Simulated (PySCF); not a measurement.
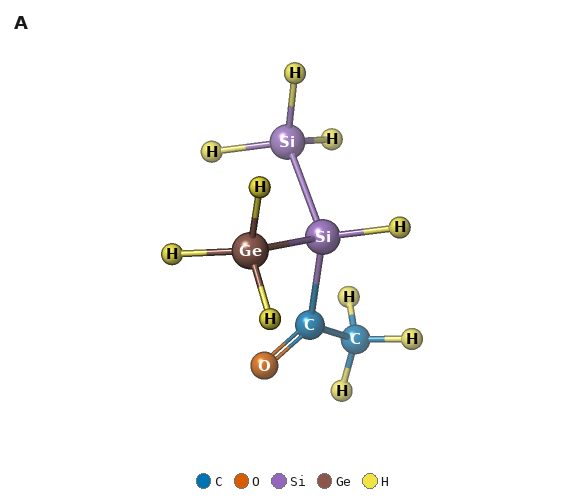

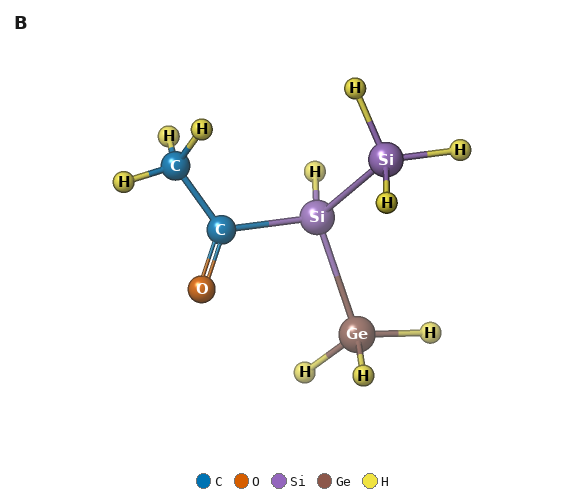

Atoms fade into the background with distance from the viewer. The computed structure is the end point of a PBE0-D3(BJ)/def2-SVP optimisation. No frequency run is at hand to confirm it as a minimum.

**Can A be turned into B by a rotation alone?**

Yes. They are the same structure, C2H10GeOSi2 (CC(=O)[Si@@H]([SiH3])[GeH3]), seen from two directions: a rotation takes one into the other. The geometry is chiral (C1), so its mirror image would differ.
